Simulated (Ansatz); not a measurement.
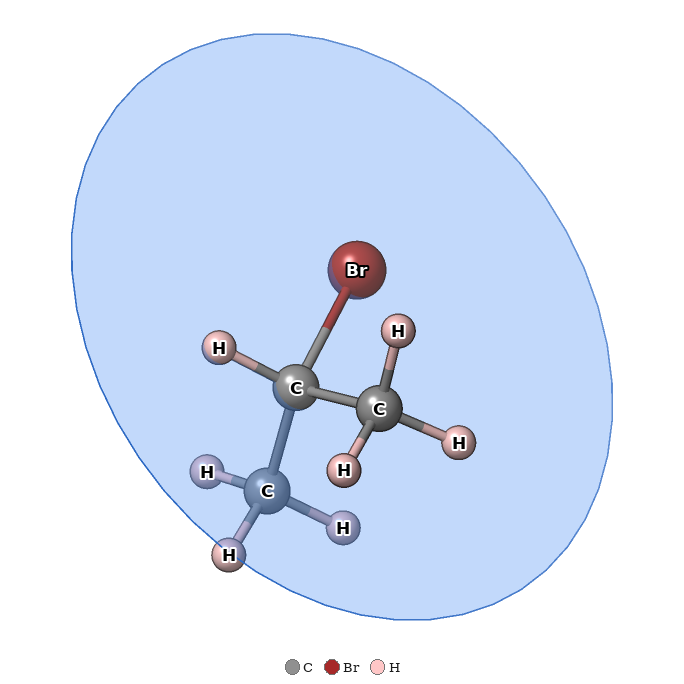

All proper rotation axes (lines) and mirror planes (discs) of the structure are drawn in. Atoms fade into the background with distance from the viewer. The geometry was computed by an optimisation with PBE-D4/def2-SVP. No frequency run is at hand to confirm it as a minimum.

Question: Name the symmetry elements and the point group.

Answer: It has 1 mirror plane. Point group Cs. The group has 2 operations. The geometry is achiral, and symmetry allows a dipole moment.
